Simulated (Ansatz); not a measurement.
# C2H7NSi: ladder of methods at one geometry

How do the methods compare on C2H7NSi, in result and in cost? Wanted for C2H7NSi: a ladder of methods at one geometry. SMILES: C[SiH2]C=N.

Computed with Ansatz 0.2.0 through its Python package. The levels of theory stand in the script.

## (1) The structure

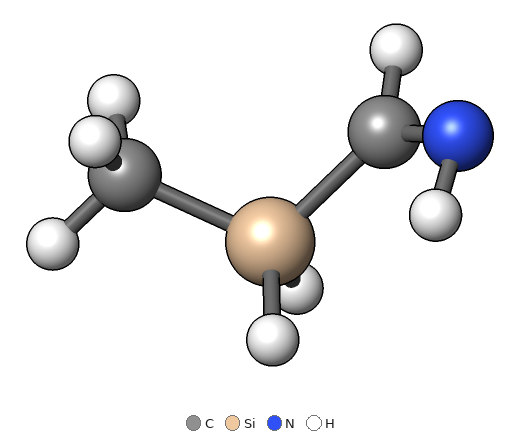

The starting structure, viewed from a chosen angle; carbon grey, silicon light orange, nitrogen blue, hydrogen white.

The script holds or builds the structure itself.

## (2) Script

File methods.py:

```python
"""One geometry of C2H7NSi, method by method."""

from pathlib import Path
import logging
import sys
import warnings

import ansatz as az
from ase import Atoms
import numpy as np

logging.basicConfig(stream=sys.stdout, format="%(levelname)s:%(name)s:%(message)s")
logger = logging.getLogger("c2h7nsi")
logger.setLevel(logging.INFO)


def main() -> None:
    warnings.simplefilter("ignore", az.DeckWarning)

    atoms = Atoms(["C", "Si", "C", "N", "H", "H", "H", "H", "H", "H", "H"], positions=[
        (-0.9042, 1.3042, 0.0244),
        (-0.1084, -0.156, -0.6606),
        (1.2255, -0.7542, 0.4659),
        (1.3303, -1.9033, 1.0497),
        (-1.7466, 1.6771, -0.677),
        (-1.4033, 1.1598, 0.9872),
        (-0.2215, 2.1796, 0.1399),
        (0.4869, 0.1796, -2.0099),
        (-1.1063, -1.2181, -0.8033),
        (2.0978, -0.0605, 0.6781),
        (0.415, -2.4653, 0.8262),
    ])
    geometry = az.Crystal.molecule_from_ase(atoms)

    base = geometry.calculation().basis(gaussian="cc-pVDZ")

    logger.info("functional    E (Ha)        dipole (D)   HOMO (eV)  LUMO (eV)")
    for name in ["blyp", "pbe0", "lda", "pbe"]:
        data = base.functional(name).forces().orbitals().run(runs_dir="runs").report
        lines = Path(data["orbitals_path"]).read_text().splitlines()
        field_of = lambda key: [line.split("=")[1].strip() for line in lines if line.startswith(key)]
        orbitals = [(27.211386 * float(e), s, float(n)) for e, s, n in zip(field_of("Ene="), field_of("Spin="), field_of("Occup="))]
        homo = max(e for e, _, n in orbitals if n > 0.5)
        lumo = min(e for e, _, n in orbitals if n < 0.5)
        dipole = 4.803205 * np.linalg.norm(data["charge_distribution"]["dipole_moment_e_ang"])
        logger.info(f"{name:10s} {data['free_energy_ev'] / 27.211386246:14.6f} {dipole:9.3f} {homo:11.3f} {lumo:10.3f}")


if __name__ == "__main__":
    main()
```

## (3) The calls as engine input

The package turns the script's settings into the engine's input (first run):

```yaml
crystal:
  periodic: [false, false, false]
  atoms:
    - { symbol: C, position_ang: [-0.9042, 1.3042, 0.0244] }
    - { symbol: Si, position_ang: [-0.1084, -0.156, -0.6606] }
    - { symbol: C, position_ang: [1.2255, -0.7542, 0.4659] }
    - { symbol: "N", position_ang: [1.3303, -1.9033, 1.0497] }
    - { symbol: H, position_ang: [-1.7466, 1.6771, -0.677] }
    - { symbol: H, position_ang: [-1.4033, 1.1598, 0.9872] }
    - { symbol: H, position_ang: [-0.2215, 2.1796, 0.1399] }
    - { symbol: H, position_ang: [0.4869, 0.1796, -2.0099] }
    - { symbol: H, position_ang: [-1.1063, -1.2181, -0.8033] }
    - { symbol: H, position_ang: [2.0978, -0.0605, 0.6781] }
    - { symbol: H, position_ang: [0.415, -2.4653, 0.8262] }
basis:
  gaussian:
    orbitals: cc-pVDZ
hamiltonian:
  xc: blyp
output:
  orbitals: {}
  forces: true
```

## (4) The run

Launch:

```console
$ python methods.py
```

Log:

```text
INFO:c2h7nsi:functional    E (Ha)        dipole (D)   HOMO (eV)  LUMO (eV)
INFO:c2h7nsi:blyp          -424.556432     2.133      -5.489     -1.620
INFO:c2h7nsi:pbe0          -424.347877     2.282      -7.107     -0.741
INFO:c2h7nsi:lda           -422.239576     2.285      -5.628     -1.979
INFO:c2h7nsi:pbe           -424.300581     2.181      -5.611     -1.800
```

Run time: 9 s. Hardware: 1 thread of Intel Xeon 6975P-C (Granite Rapids), shared host; peak memory 0.24 GiB.

## (5) What changed from run to run

The engine's inputs for the other runs:

Run 2, against run 1:

```diff
@@ -19 +19 @@
-  xc: blyp
+  xc: pbe0
```

Run 3, against run 1:

```diff
@@ -19 +19 @@
-  xc: blyp
+  xc: lda
```

Run 4, against run 1:

```diff
@@ -19 +19 @@
-  xc: blyp
+  xc: pbe
```

## (6) The engine's runs

One row for each of the 4 runs:

```csv
run,functional,energy (eV),SCF cycles,CPU time (s)
1,blyp,-11552.7691,18,2.2
2,pbe0,-11547.0940,17,3
3,lda,-11489.7242,18,1.3
4,pbe,-11545.8070,18,2
```

Totals hang on method, basis and potentials, so only like runs compare.

The fields below are those of run 1.

## (7) Orbitals and fields

Orbitals, density, ELF and potential are computed afterwards from the orbital file.

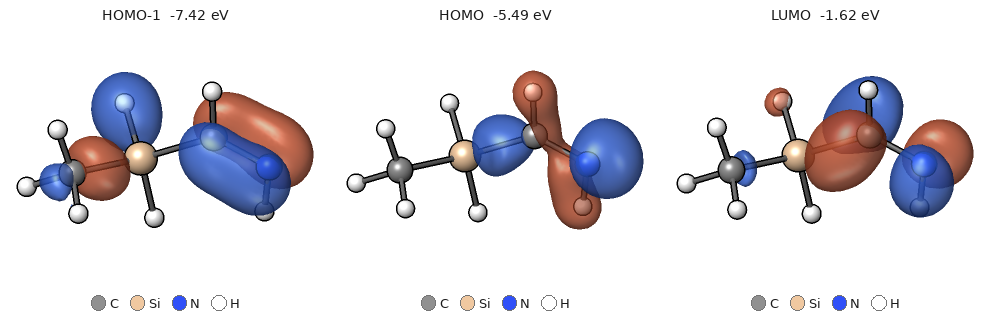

Frontier orbitals at BLYP/cc-pVDZ; each surface holds 70 % of the orbital's density, blue and red mark the sign.

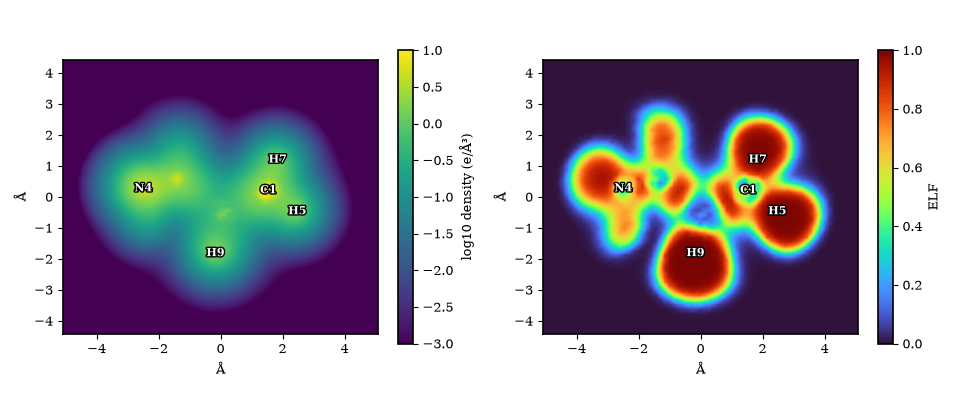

Density (left) and ELF (right) in a plane through or near 5 of the atoms.

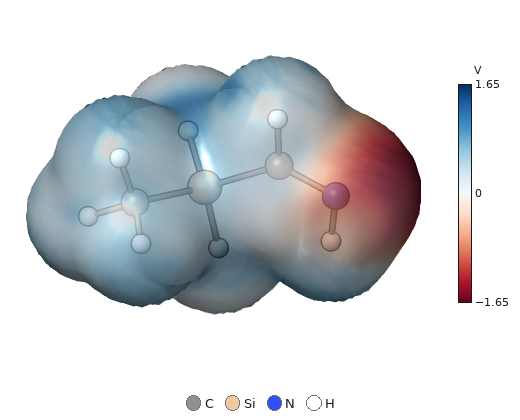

Electrostatic potential on the surface of density 0.002 e/bohr³; red is low, blue high. It runs, from the 1st to the 99th percentile, from -1.65 V near N4 to 1.09 V near H7.

## (8) Outcome

| quantity | value |
| --- | --- |
| runs compared | 4 |
| HOMO-LUMO gap of the mean field (BLYP/cc-pVDZ) | 3.87 eV |

All 4 runs converged (17 to 18 cycles). The geometry is a force-field or estimated start, not a minimum of this method, and the basis set is short of its limit. A lower total doesn't mark the better method: functionals have no common bound, and MP2 and coupled cluster aren't variational. Levels such as HOMO and LUMO are orbital energies: with these approximate functionals they aren't the ionisation energy and electron affinity, and their gap isn't the fundamental gap. For Al to Cl the sets with a tight d function, cc-pV(X+d)Z, are usual.
